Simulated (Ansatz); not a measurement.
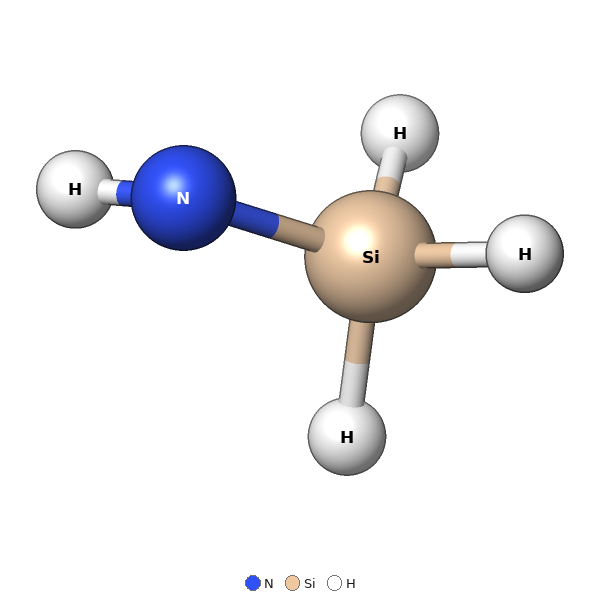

Starting geometry of the run.

The calculation was set up as follows.

```yaml
crystal:
  periodic: [false, false, false]
  atoms:
    - {symbol: N, position_ang: [0.592145, -0.835218, 0.909470]}
    - {symbol: Si, position_ang: [-0.203705, 0.347586, -0.109981]}
    - {symbol: H, position_ang: [0.922750, -1.640651, 0.372666]}
    - {symbol: H, position_ang: [-1.310562, -0.282320, -0.885520]}
    - {symbol: H, position_ang: [0.789510, 0.911815, -1.068907]}
    - {symbol: H, position_ang: [-0.748136, 1.434788, 0.736172]}
basis:
  gaussian: {orbitals: def2-TZVPP}
magnetization: {spin_polarized: true, initial_magnetization: 1}
hamiltonian: {xc: pbe0, dispersion: d4}
```

What the program printed:

```
Functional definition: PBE0
  name "PBE0"
  cite "Adamo & Barone, J. Chem. Phys. 110, 6158 (1999) doi:10.1063/1.478522"
  cite "Perdew, Burke & Ernzerhof, Phys. Rev. Lett. 77, 3865 (1996) doi:10.1103/PhysRevLett.77.3865"
  parent pbe
  parameter a = 0.25
  parameter kappa = 0.804
  parameter beta = 0.06672455060314922
  exchange = (1 - a)*pbe_x(kappa = kappa, mu = beta*pi^2/3) + a*exact_x
  correlation = pbe_c(beta = beta)
682 factors; their error is unknown
mean field evaluation 1: about -9421.9008 eV, gradient 3.3e1 eV
mean field evaluation 2: about -9412.9263 eV, gradient 5.2e1 eV
mean field evaluation 4: about -9426.7240 eV, gradient 1.3e0 eV
mean field evaluation 8: about -9426.7551 eV, gradient 3.2e-2 eV
mean field evaluation 16: about -9426.7551 eV, gradient 3.9e-5 eV
mean field -9426.75514008 eV, -346.4268617139 hartree, gradient 3.9e-5 eV, S^2 0.754251; 2 other end points of the search recorded, 0 dependent functions left out
reference -9426.75516550 eV, -346.4268626480 hartree; 13, 12 occupied and 116, 117 virtual orbitals, 682 factors
Total energy: -9426.81298164 eV, -346.4289873521 hartree
```
